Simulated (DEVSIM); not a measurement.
Device: Ti/SiO2/p-Si capacitor, at 300 K.

```tsv
layer (left to right)	material	thickness (nm)	Na (cm⁻³)
1	SiO2	3.30	-
2	Si	4300	1.8e16
```

Metal gate on the left, work function 4.33 eV. Fixed charge at the semiconductor interface -1.4e10 cm⁻² (in units of +e); interface traps 1e12 cm⁻² eV⁻¹, uniform in energy, neutral level at 0.3 of the gap above the valence band.

This is a model device: material constants are rounded textbook-type values typed into the input, and sizes, dopings and lifetimes were drawn at random. Values at 300 K.

```csv
parameter,SiO2,Si
gap (eV),9,1.124
affinity (eV),0.9,4.05
permittivity,3.9,11.7
Nc (cm⁻³),-,2.86e19
Nv (cm⁻³),-,3.1e19
```

Model (solved in DEVSIM): 1D Poisson equation in equilibrium, Boltzmann statistics, complete ionisation; no quantum confinement or tunnelling. Metal contacts follow the ideal Schottky-Mott rule: no Fermi-level pinning, no interface dipoles.

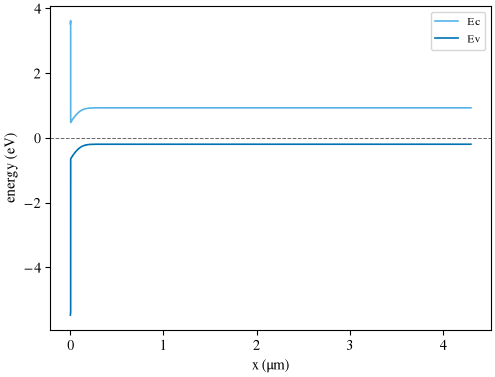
Figure: Band edges at -0.1 V on the gate

Energies count from the Fermi level of the right contact; mesh points crowd at the junctions.

| x (μm) | Ec (eV) | Ev (eV) | n (cm⁻³) | p (cm⁻³) | field (V/cm) |
|---|---|---|---|---|---|
| 0.000 | 3.530 | -5.470 | < 1e2 | < 1e2 | 300000 |
| 0.001022 | 3.560 | -5.440 | < 1e2 | < 1e2 | 300000 |
| 0.002127 | 3.593 | -5.407 | < 1e2 | < 1e2 | 300000 |
| 0.003178 | 3.624 | -5.376 | < 1e2 | < 1e2 | 300000 |
| 0.004940 | 0.485 | -0.639 | 2.0e11 | 5.8e8 | 48000 |
| 0.008042 | 0.500 | -0.624 | 1.1e11 | 1.0e9 | 48000 |
| 0.01501 | 0.533 | -0.591 | 3.2e10 | 3.6e9 | 46000 |
| 0.03770 | 0.629 | -0.495 | 7.8e8 | 1.5e11 | 39000 |
| 0.07707 | 0.762 | -0.362 | 4500000 | 2.6e13 | 28000 |
| 0.1655 | 0.909 | -0.215 | 16000 | 7.5e15 | 6500 |
| 0.3464 | 0.931 | -0.193 | 6500 | 1.8e16 | 24 |
| 0.9534 | 0.931 | -0.193 | 6500 | 1.8e16 | ≈ 0 |
| 2.076 | 0.931 | -0.193 | 6500 | 1.8e16 | ≈ 0 |
| 3.212 | 0.931 | -0.193 | 6500 | 1.8e16 | ≈ 0 |
| 3.909 | 0.931 | -0.193 | 6500 | 1.8e16 | ≈ 0 |
| 4.123 | 0.931 | -0.193 | 6500 | 1.8e16 | ≈ 0 |
| 4.218 | 0.931 | -0.193 | 6500 | 1.8e16 | ≈ 0 |
| 4.265 | 0.931 | -0.193 | 6500 | 1.8e16 | ≈ 0 |
| 4.290 | 0.931 | -0.193 | 6500 | 1.8e16 | ≈ 0 |
| 4.298 | 0.931 | -0.193 | 6500 | 1.8e16 | ≈ 0 |
| 4.301 | 0.931 | -0.193 | 6500 | 1.8e16 | ≈ 0 |
| 4.303 | 0.931 | -0.193 | 6500 | 1.8e16 | ≈ 0 |
